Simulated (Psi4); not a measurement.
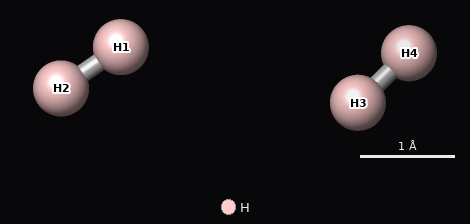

The structure (ball-and-stick view, seen on its broad side; atoms are numbered from 1 in the order of the input).

**H$_{4}$: interaction calculation**

The run: interaction calculation of H$_{4}$, SMILES [H][H].[H][H]. Method and program: SAPT2/def2-SVPD, RHF (Psi4 1.11).

The geometry comes from this level: GFN2-xTB.

Input file (calc.dat):
```
memory 1600 mb

molecule dimer {
  0 1
  H     -0.152030     0.840370    -0.958210
  H     -0.772470     1.055540    -1.376000
  --
  0 1
  H      0.117420    -0.810750     1.051040
  H      0.807090    -1.085150     1.283170
  units angstrom
  symmetry c1
  no_reorient
  no_com
}

set {
  basis       def2-SVPD
  scf_type    df
  freeze_core true
}

e_tot, wfn = energy("sapt2", return_wfn=True)
```

Command:
```bash
psi4 calc.dat calc.out -n 1
```

The program's output:
```
Psi4 1.11 release

   => Loading Basis Set <=

    Name: DEF2-SVPD
    Role: ORBITAL
    Keyword: BASIS

   => Loading Basis Set <=

    Name: DEF2-SVPD
    Role: ORBITAL
    Keyword: BASIS

  //>>>>>>>>>>>>>>>>>>>>>>>>>>>>>>>>>>>//
  //              Dimer HF             //
  //<<<<<<<<<<<<<<<<<<<<<<<<<<<<<<<<<<<//

   => Loading Basis Set <=

    Name: DEF2-SVPD
    Role: ORBITAL
    Keyword: BASIS

         ---------------------------------------------------------
                                   SCF
                              RHF Reference
                        1 Threads,   1525 MiB Core
         ---------------------------------------------------------

  ==> Geometry <==

    Molecular point group: c1
    Full point group: C1

    Geometry (in Angstrom), charge = 0, multiplicity = 1:

       Center              X                  Y                   Z               Mass
    ------------   -----------------  -----------------  -----------------  -----------------
         H           -0.152030000000     0.840370000000    -0.958210000000     1.007825032230
         H           -0.772470000000     1.055540000000    -1.376000000000     1.007825032230
         H            0.117420000000    -0.810750000000     1.051040000000     1.007825032230
         H            0.807090000000    -1.085150000000     1.283170000000     1.007825032230

  Running in c1 symmetry.

  Rotational constants: A =     64.99104  B =      1.63149  C =      1.59360 [cm^-1]
  Rotational constants: A = 1948382.34467  B =  48910.76237  C =  47774.91543 [MHz]
  Nuclear repulsion =    2.039715142815592

  Charge       = 0
  Multiplicity = 1
  Electrons    = 4
  Nalpha       = 2
  Nbeta        = 2

  ==> Algorithm <==

  SCF Algorithm Type is DF.
  DIIS enabled.
  MOM disabled.
  Fractional occupation disabled.
  Guess Type is SAD.
  Energy threshold   = 1.00e-08
  Density threshold  = 1.00e-08
  Integral threshold = 1.00e-12

  ==> Primary Basis <==

  Basis Set: DEF2-SVPD
    Blend: DEF2-SVPD
    Number of shells: 16
    Number of basis functions: 32
    Number of Cartesian functions: 32
    Spherical Harmonics?: true
    Max angular momentum: 1

   => Loading Basis Set <=

    Name: (DEF2-SVPD AUX)
    Role: JKFIT
    Keyword: DF_BASIS_SCF

  ==> Integral Setup <==

  DFHelper Memory: AOs need 0.001 GiB; user supplied 1.118 GiB.
  SCF_SUBTYPE=INCORE selected. In-core MEM_DF algorithm will be used.
  Using in-core AOs.

  ==> MemDFJK: Density-Fitted J/K Matrices <==

    J tasked:                   Yes
    K tasked:                   Yes
    wK tasked:                   No
    Memory [MiB]:              1144
    Algorithm:                 Core
    Schwarz Cutoff:           1E-12
    Mask sparsity (%):       0.0000
    Fitting Condition:        1E-10

   => Auxiliary Basis Set <=

  Basis Set: (DEF2-SVPD AUX)
    Blend: DEF2-UNIVERSAL-JKFIT
    Number of shells: 24
    Number of basis functions: 72
    Number of Cartesian functions: 80
    Spherical Harmonics?: true
    Max angular momentum: 2

  Minimum eigenvalue in the overlap matrix is 4.0445142471E-04.
  Reciprocal condition number of the overlap matrix is 1.0954818780E-04.
    Using symmetric orthogonalization.

  ==> Pre-Iterations <==

  SCF Guess: Superposition of Atomic Densities via on-the-fly atomic UHF (no occupation information).

   -------------------------
    Irrep   Nso     Nmo
   -------------------------
     A         32      32
   -------------------------
    Total      32      32
   -------------------------

  ==> Iterations <==

                           Total Energy        Delta E     RMS |[F,P]|

   @DF-RHF iter SAD:    -1.71131638353596   -1.71132e+00   0.00000e+00
   @DF-RHF iter   1:    -2.25093226456455   -5.39616e-01   2.12684e-03 ADIIS/DIIS
   @DF-RHF iter   2:    -2.25619123350408   -5.25897e-03   3.98470e-04 ADIIS/DIIS
   @DF-RHF iter   3:    -2.25639962946354   -2.08396e-04   2.62278e-05 DIIS
   @DF-RHF iter   4:    -2.25640044411513   -8.14652e-07   1.74335e-06 DIIS
   @DF-RHF iter   5:    -2.25640044768708   -3.57195e-09   1.21762e-07 DIIS
   @DF-RHF iter   6:    -2.25640044770479   -1.77098e-11   1.47125e-08 DIIS
   @DF-RHF iter   7:    -2.25640044770506   -2.69118e-13   6.22235e-10 DIIS
  Energy and wave function converged.

  ==> Post-Iterations <==

    Orbital Energies [Eh]
    ---------------------

    Doubly Occupied:

       1A     -0.590381     2A     -0.573264

    Virtual:

       3A      0.152539     4A      0.158609     5A      0.215183
       6A      0.248040     7A      0.251179     8A      0.269083
       9A      0.303933    10A      0.363264    11A      0.384295
      12A      0.397384    13A      0.418037    14A      0.455271
      15A      0.482559    16A      0.499373    17A      0.734418
      18A      0.769910    19A      1.211101    20A      1.309147
      21A      1.638132    22A      1.672119    23A      1.681109
      24A      1.699464    25A      2.105875    26A      2.147881
      27A      2.302828    28A      2.320106    29A      2.326583
      30A      2.380206    31A      3.594685    32A      3.605756

    Final Occupation by Irrep:
              A
    DOCC [     2 ]
    NA   [     2 ]
    NB   [     2 ]

  @DF-RHF Final Energy:    -2.25640044770506

   => Energetics <=

    Nuclear Repulsion Energy =              2.0397151428155915
    One-Electron Energy =                  -6.2649405934770543
    Two-Electron Energy =                   1.9688250029564021
    Total Energy =                         -2.2564004477050608

Computation Completed

Properties will be evaluated at   0.000000,   0.000000,   0.000000 [a0]

Properties computed using the SCF density matrix

 Multipole Moments:

 ------------------------------------------------------------------------------------
     Multipole            Electronic (a.u.)      Nuclear  (a.u.)        Total (a.u.)
 ------------------------------------------------------------------------------------

 L = 1.  Multiply by 2.5417464519 to convert [e a0] to [Debye]
 Dipole X            :          0.0007523            0.0000189            0.0007712
 Dipole Y            :         -0.0016313            0.0000189           -0.0016124
 Dipole Z            :          0.0008686            0.0000000            0.0008686
 Magnitude           :                                                    0.0019873

 ------------------------------------------------------------------------------------

	total time  =          0 seconds =       0.00 minutes

  //>>>>>>>>>>>>>>>>>>>>>>>>>>>>>>>>>>>//
  //            Monomer A HF           //
  //<<<<<<<<<<<<<<<<<<<<<<<<<<<<<<<<<<<//

  ==> Geometry <==

    Molecular point group: c1
    Full point group: C1

    Geometry (in Angstrom), charge = 0, multiplicity = 1:

       Center              X                  Y                   Z               Mass
    ------------   -----------------  -----------------  -----------------  -----------------
         H           -0.152030000000     0.840370000000    -0.958210000000     1.007825032230
         H           -0.772470000000     1.055540000000    -1.376000000000     1.007825032230
      Gh(H)           0.117420000000    -0.810750000000     1.051040000000     1.007825032230
      Gh(H)           0.807090000000    -1.085150000000     1.283170000000     1.007825032230

  Running in c1 symmetry.

  Rotational constants: A =     64.99104  B =      1.63149  C =      1.59360 [cm^-1]
  Rotational constants: A = 1948382.34467  B =  48910.76237  C =  47774.91543 [MHz]
  Nuclear repulsion =    0.679890887039846

  Charge       = 0
  Multiplicity = 1
  Electrons    = 2
  Nalpha       = 1
  Nbeta        = 1

  ==> Iterations <==

                           Total Energy        Delta E     RMS |[F,P]|

   @DF-RHF iter SAD:    -0.85262849699812   -8.52628e-01   0.00000e+00
   @DF-RHF iter   1:    -1.12582226696107   -2.73194e-01   1.46255e-03 ADIIS/DIIS
   @DF-RHF iter   2:    -1.12825608916600   -2.43382e-03   2.65415e-04 ADIIS/DIIS
   @DF-RHF iter   3:    -1.12834490542169   -8.88163e-05   1.56130e-05 DIIS
   @DF-RHF iter   4:    -1.12834517178647   -2.66365e-07   1.08097e-06 DIIS
   @DF-RHF iter   5:    -1.12834517325790   -1.47143e-09   7.81845e-08 DIIS
   @DF-RHF iter   6:    -1.12834517326558   -7.67697e-12   1.00789e-08 DIIS
   @DF-RHF iter   7:    -1.12834517326571   -1.24567e-13   2.95372e-10 DIIS
  Energy and wave function converged.

  ==> Post-Iterations <==

    Final Occupation by Irrep:
              A
    DOCC [     1 ]
    NA   [     1 ]
    NB   [     1 ]

  @DF-RHF Final Energy:    -1.12834517326571

   => Energetics <=

    Nuclear Repulsion Energy =              0.6798908870398456
    One-Electron Energy =                  -2.4542623235897842
    Two-Electron Energy =                   0.6460262632842337
    Total Energy =                         -1.1283451732657050

Computation Completed

Properties will be evaluated at   0.000000,   0.000000,   0.000000 [a0]

Properties computed using the SCF density matrix

 Multipole Moments:

 ------------------------------------------------------------------------------------
     Multipole            Electronic (a.u.)      Nuclear  (a.u.)        Total (a.u.)
 ------------------------------------------------------------------------------------

 L = 1.  Multiply by 2.5417464519 to convert [e a0] to [Debye]
 Dipole X            :          1.7469424           -1.7470518           -0.0001094
 Dipole Y            :         -3.5826836            3.5827507            0.0000670
 Dipole Z            :          4.4109060           -4.4110176           -0.0001116
 Magnitude           :                                                    0.0001700

 ------------------------------------------------------------------------------------

	total time  =          0 seconds =       0.00 minutes

  //>>>>>>>>>>>>>>>>>>>>>>>>>>>>>>>>>>>//
  //            Monomer B HF           //
  //<<<<<<<<<<<<<<<<<<<<<<<<<<<<<<<<<<<//

  ==> Geometry <==

    Molecular point group: c1
    Full point group: C1

    Geometry (in Angstrom), charge = 0, multiplicity = 1:

       Center              X                  Y                   Z               Mass
    ------------   -----------------  -----------------  -----------------  -----------------
      Gh(H)          -0.152030000000     0.840370000000    -0.958210000000     1.007825032230
      Gh(H)          -0.772470000000     1.055540000000    -1.376000000000     1.007825032230
         H            0.117420000000    -0.810750000000     1.051040000000     1.007825032230
         H            0.807090000000    -1.085150000000     1.283170000000     1.007825032230

  Running in c1 symmetry.

  Rotational constants: A =     64.99104  B =      1.63149  C =      1.59360 [cm^-1]
  Rotational constants: A = 1948382.34467  B =  48910.76237  C =  47774.91543 [MHz]
  Nuclear repulsion =    0.680434740591520

  Charge       = 0
  Multiplicity = 1
  Electrons    = 2
  Nalpha       = 1
  Nbeta        = 1

  ==> Iterations <==

                           Total Energy        Delta E     RMS |[F,P]|

   @DF-RHF iter SAD:    -0.85260168977103   -8.52602e-01   0.00000e+00
   @DF-RHF iter   1:    -1.12586276680306   -2.73261e-01   1.46249e-03 ADIIS/DIIS
   @DF-RHF iter   2:    -1.12829481477445   -2.43205e-03   2.65201e-04 ADIIS/DIIS
   @DF-RHF iter   3:    -1.12838424105749   -8.94263e-05   1.62815e-05 DIIS
   @DF-RHF iter   4:    -1.12838453881879   -2.97761e-07   1.08304e-06 DIIS
   @DF-RHF iter   5:    -1.12838454024857   -1.42977e-09   7.77744e-08 DIIS
   @DF-RHF iter   6:    -1.12838454025632   -7.75846e-12   1.02807e-08 DIIS
   @DF-RHF iter   7:    -1.12838454025645   -1.31006e-13   3.31793e-10 DIIS
  Energy and wave function converged.

  ==> Post-Iterations <==

    Orbital Energies [Eh]
    ---------------------

    Doubly Occupied:

       1A     -0.581327

    Virtual:

       2A      0.129615     3A      0.173682     4A      0.204532
       5A      0.228585     6A      0.270364     7A      0.280803
       8A      0.294331     9A      0.354757    10A      0.392143
      11A      0.400032    12A      0.430543    13A      0.441997
      14A      0.487265    15A      0.515610    16A      0.636263
      17A      0.773255    18A      1.255550    19A      1.409049
      20A      1.655519    21A      1.694734    22A      1.950107
      23A      2.017277    24A      2.050112    25A      2.131982
      26A      2.323064    27A      2.334775    28A      2.568801
      29A      2.635496    30A      2.661044    31A      3.602561
      32A      4.602483

    Final Occupation by Irrep:
              A
    DOCC [     1 ]
    NA   [     1 ]
    NB   [     1 ]

  @DF-RHF Final Energy:    -1.12838454025645

   => Energetics <=

    Nuclear Repulsion Energy =              0.6804347405915199
    One-Electron Energy =                  -2.4549848011318129
    Two-Electron Energy =                   0.6461655202838382
    Total Energy =                         -1.1283845402564547

Computation Completed

Properties will be evaluated at   0.000000,   0.000000,   0.000000 [a0]

Properties computed using the SCF density matrix

 Multipole Moments:

 ------------------------------------------------------------------------------------
     Multipole            Electronic (a.u.)      Nuclear  (a.u.)        Total (a.u.)
 ------------------------------------------------------------------------------------

 L = 1.  Multiply by 2.5417464519 to convert [e a0] to [Debye]
 Dipole X            :         -1.7469853            1.7470707            0.0000854
 Dipole Y            :          3.5827044           -3.5827318           -0.0000274
 Dipole Z            :         -4.4109969            4.4110176            0.0000207
 Magnitude           :                                                    0.0000921

 ------------------------------------------------------------------------------------

	total time  =          1 seconds =       0.02 minutes
  Constructing Basis Sets for SAPT...

   => Loading Basis Set <=

    Name: (DEF2-SVPD AUX)
    Role: RIFIT
    Keyword: DF_BASIS_SAPT

   => Loading Basis Set <=

    Name: (DEF2-SVPD AUX)
    Role: JKFIT
    Keyword: DF_BASIS_ELST

  //>>>>>>>>>>>>>>>>>>>>>>>>>>>>>>>>>>>//
  //               SAPT2               //
  //<<<<<<<<<<<<<<<<<<<<<<<<<<<<<<<<<<<//

        SAPT2
     6 June 2009

      Orbital Information
  --------------------------
    NSO        =        32
    NMO        =        32
    NRI        =        92
    NOCC A     =         1
    NOCC B     =         1
    FOCC A     =         0
    FOCC B     =         0
    NVIR A     =        31
    NVIR B     =        31

    Estimated memory usage: 0.7 MB

    Natural Orbital Cutoff:   1.000E-06
    Disp(T3) Truncation:            Yes
    CCD (vv|vv) Truncation:         Yes
    MBPT T2 Truncation:             Yes

    Monomer A: 15 virtual orbitals dropped
    Monomer B: 15 virtual orbitals dropped

    Elst10,r            =    -0.000206834163 [Eh]
    Exch10 (S^2)        =     0.000606049646 [Eh]
    Exch10              =     0.000606456454 [Eh]
    Ind20,r (A<-B)      =    -0.000017278814 [Eh]
    Ind20,r (B<-A)      =    -0.000019597549 [Eh]
    Ind20,r             =    -0.000036876363 [Eh]
    Exch-Ind20,r (A<-B) =     0.000008405750 [Eh]
    Exch-Ind20,r (B<-A) =     0.000008611113 [Eh]
    Exch-Ind20,r        =     0.000017016863 [Eh]
    Disp20              =    -0.000342701550 [Eh]
    Disp20 (NO)         =    -0.000297795402 [Eh]
    Exch-Disp20         =     0.000022285183 [Eh]
    Elst12,r            =     0.000012767892 [Eh]
    Exch11              =     0.000038944455 [Eh]
    Exch12              =    -0.000017395491 [Eh]
    Ind22               =     0.000001067012 [Eh]

    SAPT Results
  --------------------------------------------------------------------------------------------------------
    Electrostatics                 -0.19406627 [mEh]      -0.12177842 [kcal/mol]      -0.50952092 [kJ/mol]
      Elst10,r                     -0.20683416 [mEh]      -0.12979040 [kcal/mol]      -0.54304302 [kJ/mol]
      Elst12,r                      0.01276789 [mEh]       0.00801197 [kcal/mol]       0.03352210 [kJ/mol]

    Exchange                        0.62800542 [mEh]       0.39407935 [kcal/mol]       1.64882800 [kJ/mol]
      Exch10                        0.60645645 [mEh]       0.38055717 [kcal/mol]       1.59225120 [kJ/mol]
      Exch10(S^2)                   0.60604965 [mEh]       0.38030189 [kcal/mol]       1.59118313 [kJ/mol]
      Exch11(S^2)                   0.03894446 [mEh]       0.02443801 [kcal/mol]       0.10224865 [kJ/mol]
      Exch12(S^2)                  -0.01739549 [mEh]      -0.01091584 [kcal/mol]      -0.04567185 [kJ/mol]

    Induction                      -0.06978184 [mEh]      -0.04378877 [kcal/mol]      -0.18321220 [kJ/mol]
      Ind20,r                      -0.03687636 [mEh]      -0.02314027 [kcal/mol]      -0.09681888 [kJ/mol]
      Ind22                         0.00106701 [mEh]       0.00066956 [kcal/mol]       0.00280144 [kJ/mol]
      Exch-Ind20,r                  0.01701686 [mEh]       0.01067824 [kcal/mol]       0.04467777 [kJ/mol]
      Exch-Ind22                   -0.00049238 [mEh]      -0.00030897 [kcal/mol]      -0.00129274 [kJ/mol]
      delta HF,r (2)               -0.05049697 [mEh]      -0.03168733 [kcal/mol]      -0.13257979 [kJ/mol]

    Dispersion                     -0.32041637 [mEh]      -0.20106431 [kcal/mol]      -0.84125306 [kJ/mol]
      Disp20                       -0.34270155 [mEh]      -0.21504847 [kcal/mol]      -0.89976280 [kJ/mol]
      Exch-Disp20                   0.02228518 [mEh]       0.01398416 [kcal/mol]       0.05850974 [kJ/mol]

  Total HF                          0.32926582 [mEh]       0.20661742 [kcal/mol]       0.86448728 [kJ/mol]
  Total SAPT0                       0.00884945 [mEh]       0.00555311 [kcal/mol]       0.02323423 [kJ/mol]
  Total SAPT2                       0.04374094 [mEh]       0.02744785 [kcal/mol]       0.11484182 [kJ/mol]

  Special recipe for scaled SAPT0 (see Manual):
    Electrostatics sSAPT0          -0.20683416 [mEh]      -0.12979040 [kcal/mol]      -0.54304302 [kJ/mol]
    Exchange sSAPT0                 0.60645645 [mEh]       0.38055717 [kcal/mol]       1.59225120 [kJ/mol]
    Induction sSAPT0               -0.07032218 [mEh]      -0.04412784 [kcal/mol]      -0.18463087 [kJ/mol]
    Dispersion sSAPT0              -0.32037146 [mEh]      -0.20103613 [kcal/mol]      -0.84113515 [kJ/mol]
  Total sSAPT0                      0.00892865 [mEh]       0.00560281 [kcal/mol]       0.02344216 [kJ/mol]
  --------------------------------------------------------------------------------------------------------

	total time  =          0 seconds =       0.00 minutes

Warning! sapt2 does not have an associated derived wavefunction. The returned wavefunction is the dimer SCF wavefunction.

    Psi4 run time: 0:00:01.21

[set-up sections that repeat, and orbital energies of the middle runs, are left out above]
```

Summary:

| quantity | value |
| --- | --- |
| outcome | converged |
| SCF energy | −2.256400 hartree |
| basis functions | 32 |
| hardware | 1 thread of Intel Xeon @ 2.60GHz (Ice Lake), 24 GiB of memory available, shared host |
| wall time | 2.2 s |
| peak memory | 0.18 GiB |
